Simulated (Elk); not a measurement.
Band structure of SmCoSi (P4/nmm, 6 atoms in the cell).

```
CELL_PARAMETERS angstrom
      4.02764     0.00000     0.00000
      0.00000     4.02764     0.00000
      0.00000     0.00000     6.79635
ATOMIC_POSITIONS crystal
  Sm 0.00000 0.50000 0.31163
  Sm 0.50000 0.00000 0.68837
  Co 0.00000 0.00000 0.00000
  Co 0.50000 0.50000 0.00000
  Si 0.00000 0.50000 0.82912
  Si 0.50000 0.00000 0.17088
```
Moments meant for the start (each program seeds them in its own way; μB, in the order of the atoms Sm Sm Co Co Si Si): 5.0 5.0 3.0 3.0 0.0 0.0.

Level of theory: LDA (PW92), all-electron FP-LAPW, Elk's shipped species files, default APW+lo basis (Elk).

Settings: xctype = 3; spinpol = true; rgkmax = 7; stype = 0; swidth = 0.00999582 Ha; ngridk = 5 5 3; reducebf = 0.7; nempty = 10 per atom.

The starting cell comes from a database of computed structures (which also holds hypothetical and non-ambient phases and stackings), without a prior relaxation at this level. Spin-orbit coupling is off. The magnetic order is the one reached from the typed start; others were not searched systematically. With U or open f shells several self-consistent states can exist. The f electrons are in the valence without U or exact exchange, which can misplace them near the Fermi level. Spin-orbit terms, which matter for f shells, are left out. Values depend on the basis (sphere radii, cutoffs, local orbitals), which need not be converged.

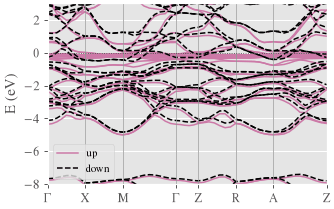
*Bands along the path, energies from the Fermi level.*

Levels in eV from the Fermi level, bands 39 to 46 of the first spin channel:
| point | 39 | 40 | 41 | 42 | 43 | 44 | 45 | 46 |
|---|---|---|---|---|---|---|---|---|
| Γ | -0.11 | -0.11 | -0.11 | -0.11 | -0.07 | 0.62 | 0.67 | 1.22 |
| X | -0.14 | -0.14 | -0.13 | -0.13 | 0.01 | 0.01 | 0.88 | 0.88 |
| M | -0.18 | -0.17 | -0.10 | -0.10 | -0.06 | -0.06 | 0.06 | 0.06 |
| Z | -0.20 | -0.12 | -0.09 | 0.02 | 0.03 | 0.03 | 1.00 | 1.33 |
| R | -0.15 | -0.15 | -0.11 | -0.11 | 0.42 | 0.42 | 0.44 | 0.44 |
| A | -0.17 | -0.17 | -0.15 | -0.15 | -0.10 | -0.10 | 0.06 | 0.06 |

Bands cross the Fermi level along this path, so the cell is metallic at this level.

The net moment of the cell came out as 11.78 μB.
